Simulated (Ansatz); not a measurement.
# V2NO2 monolayer: a soft mode frozen in

Wanted: the energy along a soft mode of V2NO2 monolayer and the structure at the end.

Main program and level: Ansatz 0.2.0; DFT PBEsol, scalar-relativistic, plane waves, PAW; PAW set soft_1.

## 1. Set-up

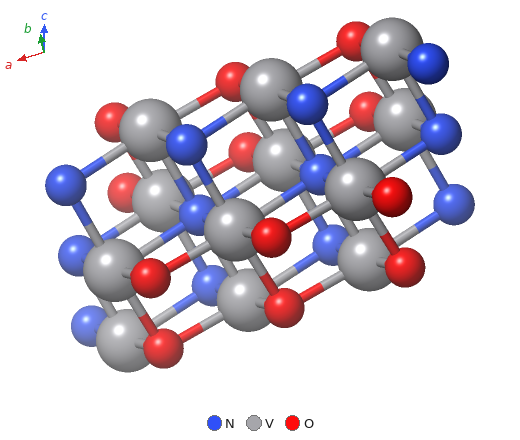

The cell as given, from a free direction (nitrogen blue, vanadium grey, oxygen red). 3×2×1 cells are drawn. Some periodic images of atoms are drawn too.

The cell holds 5 atoms: 1 N, 2 V and 2 O. Cell: a = 2.871 Å, b = 2.871 Å, c = 32.600 Å, α = 90.0°, β = 90.0°, γ = 120.0°. Vacuum lies along c.

As a file:

```cif
data_structure
_symmetry_space_group_name_H-M 'P 1'
_symmetry_Int_Tables_number 1
_cell_length_a 2.8714
_cell_length_b 2.8714
_cell_length_c 32.6000
_cell_angle_alpha 90.000
_cell_angle_beta 90.000
_cell_angle_gamma 120.000
_cell_volume 232.78
loop_
_atom_site_label
_atom_site_type_symbol
_atom_site_fract_x
_atom_site_fract_y
_atom_site_fract_z
_atom_site_occupancy
N1 N 0.00000 0.00000 0.30675 1
V2 V 0.33333 0.66667 0.34178 1
V3 V 0.66667 0.33333 0.27172 1
O4 O 0.66667 0.33333 0.37233 1
O5 O 0.33333 0.66667 0.24116 1
```

## 2. Response at finite wavevector

The cell comes from relaxations at this level that are not shown. Stability and thermal properties need the whole zone. Linear response on a 4×4×1 q mesh gives force constants as far as a supercell of that size would.

File input.yaml:

```yaml
crystal:
  lattice:
    - [2.8714334083, 0.0, 0.0]
    - [-1.4357167041, 2.4867342769, 0.0]
    - [0.0, 0.0, 32.6]
  atoms:
    - { symbol: "N", position: [0.0, 0.0, 0.3067484663] }
    - { symbol: V, position: [0.3333333333, 0.6666666667, 0.3417799602] }
    - { symbol: V, position: [0.6666666667, 0.3333333333, 0.2717169724] }
    - { symbol: O, position: [0.6666666667, 0.3333333333, 0.3723333869] }
    - { symbol: O, position: [0.3333333333, 0.6666666667, 0.2411635456] }
  periodic: [true, true, false]
kpoints:
  mp_grid: { grid: [20, 20, 1] }
hamiltonian:
  xc: pbesol
  pseudopotentials: { kind: paw, azcp: { folder: soft_1 }, xc_functional: pbe }
scf:
  occupations: { method: methfessel_paxton, width: 0.2 }
output:
  eigenvalues: true
phonons:
  method: dfpt
  qmesh: [4, 4, 1]
  temperatures: { t_max: 1000, t_step: 50 }
  qpath:
    path:
      - [0.0, 0.0, 0.0]
      - [0.5, 0.0, 0.0]
      - [0.33333333, 0.33333333, 0.0]
      - [0.0, 0.0, 0.0]
    npoints: 10
```

The run is started by

```bash
> ansatz run input.yaml --threads 8 --pin off --max-ram 16384MiB --backend cpu --events-out ev --progress --plain --runs-dir out
```

Numbers of over 12 decimals in the logs are rounded to 6 here.

What it wrote:

```text
Warning: crystal.symmetry: narrowed to the stabiliser of the run's FFT grids — unitary ops 12 → 6. A phonons.method: dfpt run fills in the rows of the dynamical matrix that it does not solve by its symmetry operations, which is exact only for operations that map its FFT grids onto themselves: filled in by any other, the frequencies could depend on the order in which like atoms are typed, or, by more than the grids' own error, on where the crystal sits among the grids' points. Excluded: 6 operations. The run can therefore solve more perturbations, solve them on more k-points, or both, and cost more. [rest of the remark cut]
Engine: ansatz 0.2.0, aarch64-unknown-linux-gnu
Pseudopotentials: kind: paw
Pseudopotential: N, paw, valence charge 5, recommended cutoff 420 eV (normal), soft_1/N.paw.azcp
Pseudopotential: V, paw, valence charge 13, recommended cutoff 420 eV (normal), soft_1/V.paw.azcp
Pseudopotential: O, paw, valence charge 6, recommended cutoff 420 eV (normal), soft_1/O.paw.azcp
Functional definition: PBEsol
  exchange = pbesol_x
  correlation = pbesol_c
Crystal: 5 atoms, lattice volume = 232.780 Å³
Basis set: ecut = 420 eV, 4573 PW (Γ), exchange–correlation on 40×40×450 points (8 copies of the dense FFT grid, shifted against one another)
Bands: 27, of which v1, the nominal top of the filled ones, is band 22 counted from 1 (21 counted from 0)
Symmetry: 12 space group operations
k-points: 44 of 400 (irreducible under 6 space group operations, time reversal used)
Non-local potential: N, projectors of the file, l = 0: 2, l = 1: 2, l = 2: 1
Non-local potential: V, projectors of the file, l = 0: 3, l = 1: 2, l = 2: 3, l = 3: 1
Non-local potential: O, projectors of the file, l = 0: 2, l = 1: 2, l = 2: 1
PAW form: soft (Blöchl's): semilocal exchange-correlation on the pseudo side does not see the compensation charge
PAW frozen core: N, regenerated for the run's functional, and the local potential with it (the file was generated under x = pbe(κ = 0.804, μ = 0.219515), c = pbe(β = 0.066725))
PAW frozen core: V, regenerated for the run's functional, and the local potential with it (the file was generated under x = pbe(κ = 0.804, μ = 0.219515), c = pbe(β = 0.066725))
PAW frozen core: O, regenerated for the run's functional, and the local potential with it (the file was generated under x = pbe(κ = 0.804, μ = 0.219515), c = pbe(β = 0.066725))
PAW one-centre angular grid: N, 110 points (default); XC on 64 Gauss nodes
PAW one-centre angular grid: V, 590 points (default); XC on 64 Gauss nodes
PAW one-centre angular grid: O, 110 points (default); XC on 64 Gauss nodes
Initial density: superposition of atomic densities (neutral atoms: chi_scale 0, normalization atom)
Initial wavefunctions: pseudopotential atomic-orbital guess
Functional: x = pbesol(κ = 0.804, μ = 0.123457), c = pbesol(β = 0.046)
SCF iter   1: F=—  HF=-7280.112599 eV  |F-HF|=—  |Δ(HF+E_count)|=         —  Δρ=9.83e-2  dr2=2.41e1  ethr=3.10e-3  ⟨swp⟩=12.0  Hψ=8684  notcnv=0
preconditioner: auto → LDOS  [metal: Δε(μ)=0.022 eV  Ē_g=10.952 eV  σ=0.200 eV  W_gap=0.09  n_scr=20 (ndim 8)  ℏωp=12.6 eV  f_vac=0.769  D(μ)=1.78/eV (n_scr^D=12)  β→1.0]
SCF iter   2: F=—  HF=-7280.020015 eV  |F-HF|=—  |Δ(HF+E_count)|=   9.26e-2  S|Δr|=    0.00e0  Δρ=1.52e-1  dr2=5.54e1  ethr=3.10e-3  ⟨swp⟩=5.1  Hψ=4325  notcnv=0  defer=7  recentre
SCF iter   3: F=—  HF=-7275.317820 eV  |F-HF|=—  |Δ(HF+E_count)|=    4.70e0  S|Δr|=    0.00e0  Δρ=3.33e-2  dr2=2.96e0  ethr=3.10e-3  ⟨swp⟩=5.0  Hψ=4270  notcnv=0
SCF iter   4: F=—  HF=-7274.765620 eV  |F-HF|=—  |Δ(HF+E_count)|=   5.52e-1  S|Δr|=    0.00e0  Δρ=4.69e-3  dr2=4.49e-2  ethr=3.10e-3  ⟨swp⟩=3.7  Hψ=2945  notcnv=0
SCF iter   5: F=—  HF=-7274.755939 eV  |F-HF|=—  |Δ(HF+E_count)|=   9.68e-3  S|Δr|=    0.00e0  Δρ=1.01e-3  dr2=2.31e-3  ethr=1.04e-4  ⟨swp⟩=3.8  Hψ=3034  notcnv=0
SCF iter   6: F=—  HF=-7274.756019 eV  |F-HF|=—  |Δ(HF+E_count)|=   8.03e-5  S|Δr|=    0.00e0  Δρ=1.74e-4  dr2=3.67e-5  ethr=5.38e-6  ⟨swp⟩=3.5  Hψ=2683  notcnv=0
SCF iter   7: F=—  HF=-7274.756059 eV  |F-HF|=—  |Δ(HF+E_count)|=   3.97e-5  S|Δr|=    0.00e0  Δρ=6.51e-5  dr2=1.32e-5  ethr=8.52e-8  ⟨swp⟩=3.6  Hψ=3099  notcnv=0
SCF iter   8: F=—  HF=-7274.756058 eV  |F-HF|=—  |Δ(HF+E_count)|=   1.32e-6  S|Δr|=    0.00e0  Δρ=2.91e-5  dr2=2.52e-6  ethr=3.08e-8  ⟨swp⟩=2.2  Hψ=1521  notcnv=0
SCF iter   9: F=—  HF=-7274.756050 eV  |F-HF|=—  |Δ(HF+E_count)|=   7.74e-6  S|Δr|=    0.00e0  Δρ=8.87e-6  dr2=2.39e-7  ethr=5.86e-9  ⟨swp⟩=2.9  Hψ=2039  notcnv=0
SCF iter  10: F=—  HF=-7274.756050 eV  |F-HF|=—  |Δ(HF+E_count)|=   1.52e-7  S|Δr|=    0.00e0  Δρ=1.24e-6  dr2=1.94e-9  ethr=5.57e-10  ⟨swp⟩=3.2  Hψ=2652  notcnv=0
SCF iter  11: F=—  HF=-7274.756050 eV  |F-HF|=—  |Δ(HF+E_count)|=   1.58e-8  S|Δr|=    0.00e0  Δρ=4.52e-7  dr2=3.97e-10  ethr=4.51e-12  ⟨swp⟩=4.2  Hψ=3380  notcnv=0
SCF iter  12: F=—  HF=-7274.756050 eV  |F-HF|=—  |Δ(HF+E_count)|=  8.19e-10  S|Δr|=    0.00e0  Δρ=9.36e-8  dr2=2.14e-11  ethr=1.00e-12  ⟨swp⟩=3.4  Hψ=2370  notcnv=0
SCF iter  13: F=-7274.756050 eV  HF=-7274.756050 eV  |F-HF|=2.61e-10  |Δ(HF+E_count)|=  1.29e-10  S|Δr|=    0.00e0  Δρ=2.42e-8  dr2=8.83e-13  ethr=1.00e-12  ⟨swp⟩=14.8  Hψ=9965  notcnv=0
SCF 1 converged in 13 iterations: F = -7274.756050 eV  dr2 = 8.83e-13
  greatest PAW one-centre occupation: 1.000 electrons in one spin orbital (limit 2), on the V atom at site 2 (counted from 0), in its partial waves of l = 0
phonons: the bands overlap, so this run is a metal and interpolates without the dipole-dipole term. If the crystal is really an insulator or semiconductor, its LO-TO splitting is missing
NSCF: frozen V_eff on 44 k-points
WARN: eigensolver did not converge (k=1): 1 band(s) unlocked after 2 eigensolves, warm-restarted (20 sweeps on the last) at ethr=1.29e-12 eV (storage-precision floor; scheduled 1.00e-12 eV) (lowest unlocked band 26, counted from 0; max residual 4.97e-4 eV among the unlocked bands, 4.97e-4 eV over every band; other slots of this pass that fall short are told together in one closing line; warning suppressed until the next SCF loop or pass starts)
WARN: eigensolver did not converge in 4 slots of this pass, the one above among them; of largest residual over every band (k=3): 1 band(s) unlocked (lowest unlocked band 26, counted from 0; max residual 1.29e-3 eV among the unlocked bands, 1.29e-3 eV over every band); of lowest unlocked band (k=1): band 26
NSCF: frozen V_eff on 111 k-points
DFPT response loops at q = (0, 0, 0) (fractional): preconditioner auto → none (partly filled bands, converged f_vac=0.783); β = 0.50; Broyden in place of MSR1
NSCF: frozen V_eff on 420 k-points
DFPT response loops at q = (0, 0.25, 0) (fractional): mixed as the last ones told, above
NSCF: frozen V_eff on 222 k-points
DFPT response loops at q = (0, -0.5, 0) (fractional): mixed as the last ones told, above
NSCF: frozen V_eff on 800 k-points
DFPT response loops at q = (0.25, 0.25, 0) (fractional): mixed as the last ones told, above
SCF converged after 13 iterations
Stability not checked: this state was not tested for a lower state beside it, because cold or Methfessel-Paxton smearing, or corrected tetrahedra, fill the levels in a way that the test cannot read (fill_not_monotonic; see scf.lower_state_search)
Free energy (F): -7274.756050 eV
Harris-Foulkes:  -7274.756050 eV  (|F-HF|=2.61e-10)
Internal energy: -7274.754559 eV  (E = F + TS)
E sigma→0 (E₀):  -7274.755677 eV
Entropy (-TS):   -0.001491 eV (-0.298 meV/atom)
Fermi energy:    -6.314303 eV
--- Per-component energies (eV) ---
  E_band       = -1212.997679
  E_kinetic    = 1058.424177
  E_local      = -153251.267087  (includes V_loc(G=0)·N_el)
  E_nonlocal   = 301.388360
  E_hartree    = 75876.568923
  E_xc         = -430.397855
  E_vxc        = -548.838884  (∫ρ·V_xc dr)
  E_paw        = -2632.005918  (= ΣΔE_a)
  E_vpaw       = -525.846826  (= ΣTr[D̂ρ^β])
  E_aug_tail   = 0.004715  (compensation charges beyond the density's cutoff)
  E_ewald      = 71802.132092
  E_core_change = 0.398033  (= ΣΔE_core)
  E_smearing   = -0.001491  (= −TS)
  E_closure    = -0.000000  (closes the sum)
  Σ components = -7274.756050   (vs F -7274.756050, Δ=0.00e0)
--- Band table (eV; the first three rows and the last of 44) ---
  k-point 0: bands = [... 18 lower, -8.7923, -8.7923, -7.4746, -7.4746, -6.4011, -6.2177, -6.2177, -4.8799, ... 1 higher]
  k-point 1: bands = [... 18 lower, -9.0218, -8.9554, -7.3572, -7.3088, -6.4991, -6.2095, -6.0838, -4.8929, ... 1 higher]
  k-point 2: bands = [... 18 lower, -9.2884, -8.8722, -7.2563, -6.9857, -6.4986, -6.1597, -5.9005, -4.9265, ... 1 higher]
  k-point 43: bands = [... 18 lower, -10.4875, -10.2946, -6.5555, -6.2921, -6.2724, -5.2147, -5.1870, -5.0598, ... 1 higher]
--- Phonons (Γ-DFPT): 10 representative perturbations + reference (Σ response iterations 48) ---
  ASR residual: 3.198e-5 → 0.000e0 eV/Å²; symmetrization residual: 6.414e-6 eV/Å²
  The last average, over the group as it would stand without the narrowing to the FFT grids, took up to 1.506e-6 eV/Å² of the zone centre's force constants
  ASR residual per site (eV/Å²): 3.20e-5 3.13e-5 2.98e-5 1.24e-5 1.37e-5
  Γ frequencies (cm⁻¹): 0.00 0.00 0.00 129.43 129.43 267.87 348.39 348.39 394.73 394.73 551.97 586.07 603.83 603.83 656.40
--- Phonons (arbitrary-q DFPT): 4 irreducible q on the 4×4×1 mesh ---
  q = [0.0000, 0.0000, 0.0000] (star 1, of the zone-centre solve; hermiticity 6.01e-7, symmetrization 7.93e-11, taken by the last average 7.05e-8): -0.00 -0.00 0.00 129.43 129.43 267.87 348.39 348.39 394.73 394.73 551.97 586.07 603.83 603.83 656.40
  q = [0.0000, 0.2500, 0.0000] (star 6, 15 solved perturbations on 210 of 400 k-point pairs; hermiticity 3.52e-7, symmetrization 7.75e-9, taken by the last average 2.23e-7): 38.87 58.05 125.14 128.20 185.98 236.34 351.54 364.99 393.68 429.34 540.03 551.22 588.87 599.45 643.27
  q = [0.0000, -0.5000, 0.0000] (star 3, 15 solved perturbations on 111 of 400 k-point pairs; hermiticity 4.94e-5, symmetrization 4.15e-5, taken by the last average 1.73e-6): -203.36 -178.60 -108.42 -103.14 67.18 160.38 382.95 391.12 445.94 460.59 524.54 533.63 590.89 620.93 657.41
  q = [0.2500, 0.2500, 0.0000] (star 6, 10 solved perturbations in 3050 linear systems a pass and spin channel, the states on 400 of 400 k-point pairs; hermiticity 4.09e-7, symmetrization 6.09e-11, taken by the last average 6.23e-7): -204.80 -155.96 -87.17 114.32 152.64 203.28 366.01 421.35 444.45 451.25 512.50 535.84 599.80 619.76 626.36
  sum rule: each row above includes the acoustic sum rule's correction from the zone centre's row sums; it moved no ω² by more than (0.79 cm⁻¹)²
  mesh force constants: q→R imaginary residual 4.34e-18; ASR residual 3.198e-5 → 0.000e0 eV/Å²; symmetrization residual 7.105e-15 eV/Å²
  interpolated dispersion: 31 rows × 15 modes
  density of states and harmonic sums: on the 28×28×1 q-mesh, interpolated from the force constants of a 4×4×1 supercell (no non-analytic term)
  largest difference from the sums on the solved wave vectors: F 1.71e-2 eV, S 2.91e-5 and C_V 1.17e-5 eV/K
  zero-point energy: 0.312811 eV/cell   skipped modes (ω ≤ 0): 176, of them read as no rigid motion or as one in doubt: 173 (2.196e0 modes/cell left out, lowest -204.80 cm⁻¹)   left out of the sums: 1.47e-1 of the cell's modes: C_V's classical limit lies that fraction below 3 k_B per atom; for a crystal, a wire or a layer, F and S can be off by more, and a phonons.interpolated_qmesh denser along its periods is the remedy for the sampling
```

Wall time 16 min (8 threads of Arm Neoverse V2, shared host); peak memory 5.2 GiB.

In the SCF lines HF is the Harris–Foulkes energy and dr2 the Hartree energy of the density residual, in eV; the loop may stop once dr2 is under the threshold and the program's other checks hold. Hψ counts applications of the Hamiltonian.

This run has no spin polarisation, although V can carry a moment.

Numbers from this step:

```yaml
gap_on_the_k_mesh: 0 eV
sum_rule_residual_before_enforcement: 3.20e-5 eV/Å²
lowest_frequency_on_the_path: -203.4 cm⁻¹
point_group: -3m
highest_frequency_on_the_path_or_at_a_solved_wavevector: 657.4 cm⁻¹
area_per_atom: 1.428 Å²
highest_optical_mode_at_the_zone_centre_no_lo_to_term: 656.4 cm⁻¹
lowest_optical_zone_centre_mode: 129.4 cm⁻¹
lowest_mode_on_the_q_mesh_acoustic_modes_at_gamma_apart: -204.8 cm⁻¹
```

Frequencies (cm⁻¹) solved at each irreducible wavevector; negative means imaginary. Frequencies by wavevector, by row:

| q in reciprocal lattice units | star | mode 1 | mode 2 | mode 3 | mode 4 | mode 13 | mode 14 | mode 15 |
| --- | --- | --- | --- | --- | --- | --- | --- | --- |
| 0 0 0 | 1 | 0 | 0 | 0 | 129.4 | 603.8 | 603.8 | 656.4 |
| 0 0.25 0 | 6 | 38.9 | 58 | 125.1 | 128.2 | 588.9 | 599.5 | 643.3 |
| 0 -0.5 0 | 3 | -203.4 | -178.6 | -108.4 | -103.1 | 590.9 | 620.9 | 657.4 |
| 0.25 0.25 0 | 6 | -204.8 | -156 | -87.2 | 114.3 | 599.8 | 619.8 | 626.4 |

Interpolated from a 4×4×1 q mesh. Phonon branches along the path, in cm⁻¹:

| point | branch 1 | branch 2 | branch 3 | branch 4 | branch 12 | branch 13 | branch 14 | branch 15 |
| --- | --- | --- | --- | --- | --- | --- | --- | --- |
| Γ | 0 | 0 | 0 | 129 | 586 | 604 | 604 | 656 |
| M | -203 | -179 | -108 | -103 | 534 | 591 | 621 | 657 |
| K | -134 | -100 | -100 | 75 | 516 | 613 | 615 | 615 |
| Γ | 0 | 0 | 0 | 129 | 586 | 604 | 604 | 656 |

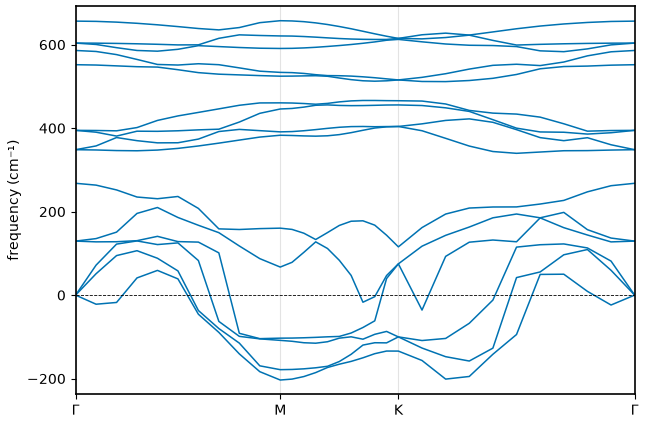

Phonon branches along the path.

Symmetry leaves 4 wavevectors to solve. The lowest mode among them, the acoustic zeros apart, lies at q = (0.25, 0.25, 0) and is imaginary, 204.8i cm⁻¹, so the energy falls along it.

## 3. The mode frozen in, largest atomic shift 0 Å

The mode followed lies at q = (0, -0.5, 0) with frequency 203.4i cm⁻¹, one of the unstable modes though not the softest. At small amplitude the distorted cell has space group no. 10 by a symmetry search on the positions. The undistorted cell that holds it gives the zero of energy on the same k mesh.

System of this step: V2NO2 monolayer. The cell holds 10 atoms: 2 N, 4 V and 4 O. Its edges and angles: a = 2.871 Å, b = 4.973 Å, c = 32.600 Å, α = 90.0°, β = 90.0°, γ = 90.0°. It derives from V2NO2. Vacuum lies along c.

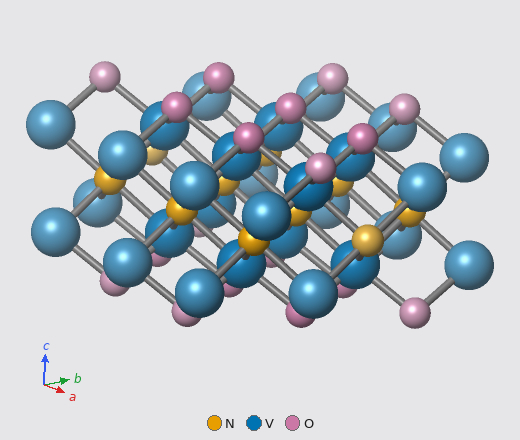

The cell of this step (nitrogen orange, vanadium blue, oxygen pink). 2×1×1 cells are drawn. Some periodic images of atoms are drawn too.

File input.yaml:

```yaml
crystal:
  lattice:
    - [2.8714334083, 0.0, 0.0]
    - [0.0, 4.9734685537, 0.0]
    - [0.0, 0.0, 32.6]
  atoms:
    - { symbol: "N", position: [0.5, 0.5, 0.3067484663] }
    - { symbol: "N", position: [0.0, 0.0, 0.3067484663] }
    - { symbol: V, position: [0.0, 0.3333333333, 0.3417799602] }
    - { symbol: V, position: [0.5, 0.8333333333, 0.3417799602] }
    - { symbol: V, position: [0.5, 0.1666666667, 0.2717169724] }
    - { symbol: V, position: [0.0, 0.6666666667, 0.2717169724] }
    - { symbol: O, position: [0.5, 0.1666666667, 0.3723333869] }
    - { symbol: O, position: [0.0, 0.6666666667, 0.3723333869] }
    - { symbol: O, position: [0.0, 0.3333333333, 0.2411635456] }
    - { symbol: O, position: [0.5, 0.8333333333, 0.2411635456] }
  periodic: [true, true, false]
kpoints:
  mp_grid: { grid: [12, 8, 1] }
hamiltonian:
  xc: pbesol
  pseudopotentials: { kind: paw, azcp: { folder: soft_1 }, xc_functional: pbe }
scf:
  occupations: { method: methfessel_paxton, width: 0.2 }
output:
  forces: true
  stress: true
  eigenvalues: true
```

What it wrote:

```text
[...]
Crystal: 10 atoms, lattice volume = 465.560 Å³
Basis set: ecut = 420 eV, 9161 PW (Γ), exchange–correlation on 40×72×450 points (8 copies of the dense FFT grid, shifted against one another)
Bands: 53, of which v1, the nominal top of the filled ones, is band 43 counted from 1 (42 counted from 0)
Symmetry: 8 space group operations
[...]
k-points: 35 of 96
[...]
k-point 0: bands = [... 39 lower, -8.7921, -7.7187, -7.4742, -7.4738, -6.4006, -6.2172, -6.2169, -6.1409, ... 6 higher]
  k-point 1: bands = [... 39 lower, -8.9940, -7.7093, -7.3163, -7.2320, -6.5182, -6.2026, -6.0917, -6.0364, ... 6 higher]
  k-point 2: bands = [... 39 lower, -8.8270, -7.6622, -7.2689, -6.8365, -6.4175, -6.0974, -6.0437, -5.9687, ... 6 higher]
  k-point 34: bands = [... 39 lower, -9.7274, -7.7187, -7.7187, -6.1411, -6.1411, -5.7836, -5.7836, -5.4096, ... 6 higher]
[key lines of the parts left out:]
SCF converged after 10 iterations
Free energy (F): -14549.511462 eV
Fermi energy:    -6.314290 eV
P = ½ c Tr σ = 0.0103 N/m
```

It took 10 s on 8 threads; peak memory 1.9 GiB; 79 s of CPU time.

This step gave:

```yaml
energy_from_the_undistorted_cell: 0 meV/atom
```

## 4. The mode frozen in, largest atomic shift 0.04 Å

The atoms are moved along the unstable eigenvector, the largest shift by 0.04 Å, with the cell fixed.

input.yaml, the sections that differ from step 3:

```yaml
crystal:
  lattice:
    - [2.8714334083, 0.0, 0.0]
    - [0.0, 4.9734685537, 0.0]
    - [0.0, 0.0, 32.6]
  atoms:
    - { symbol: "N", position: [0.5, 0.5, 0.3067484663] }
    - { symbol: "N", position: [0.0, 0.0, 0.3067484663] }
    - { symbol: V, position: [0.0, 0.3402448449, 0.3412766658] }
    - { symbol: V, position: [0.5, 0.8264218218, 0.3422832545] }
    - { symbol: V, position: [0.5, 0.1735781782, 0.271213678] }
    - { symbol: V, position: [0.0, 0.6597551551, 0.2722202667] }
    - { symbol: O, position: [0.5, 0.1648380104, 0.3711385297] }
    - { symbol: O, position: [0.0, 0.6684953229, 0.3735282442] }
    - { symbol: O, position: [0.0, 0.3315046771, 0.2399686883] }
    - { symbol: O, position: [0.5, 0.8351619896, 0.2423584028] }
  periodic: [true, true, false]
# kpoints, hamiltonian, scf, output: as in step 3
```

What it wrote:

```text
[...]
Crystal: 10 atoms, lattice volume = 465.560 Å³
Basis set: ecut = 420 eV, 9161 PW (Γ), exchange–correlation on 40×72×450 points (8 copies of the dense FFT grid, shifted against one another)
Bands: 53, of which v1, the nominal top of the filled ones, is band 43 counted from 1 (42 counted from 0)
Symmetry: 4 space group operations
[...]
k-points: 35 of 96
[...]
k-point 0: bands = [... 39 lower, -8.7630, -7.7860, -7.4868, -7.4052, -6.4224, -6.2549, -6.2369, -6.0872, ... 6 higher]
  k-point 1: bands = [... 39 lower, -8.9561, -7.7506, -7.2819, -7.2475, -6.5256, -6.2252, -6.1545, -5.9747, ... 6 higher]
  k-point 2: bands = [... 39 lower, -8.8023, -7.6994, -7.2431, -6.8736, -6.4293, -6.1208, -6.0276, -6.0211, ... 6 higher]
  k-point 34: bands = [... 39 lower, -9.6711, -7.8733, -7.5946, -6.1878, -6.1161, -5.7939, -5.7639, -5.4512, ... 6 higher]
[key lines of the parts left out:]
SCF converged after 12 iterations
Free energy (F): -14549.529623 eV
Fermi energy:    -6.313796 eV
P = ½ c Tr σ = -0.0669 N/m
```

Elapsed: 11 s, on 8 threads; peak memory 1.9 GiB; 87 s of CPU time.

This step gave:

| Quantity | Value |
| --- | --- |
| energy from the undistorted cell | -2.089 meV/atom |

The energy, extrapolated to zero smearing, is -2.09 meV/atom against the undistorted cell.

(Part 1 of 2 ends here.)

[Logs are printed without paths, hosts, clocks, repeated set-up lines and the standing remarks that a program may print on its own settings, such as how far it seeks lower states.]

[Hosts, paths, dates, database ids (printed as entryN), source tags and the programs' standing remarks are cut or masked in the printed files.]
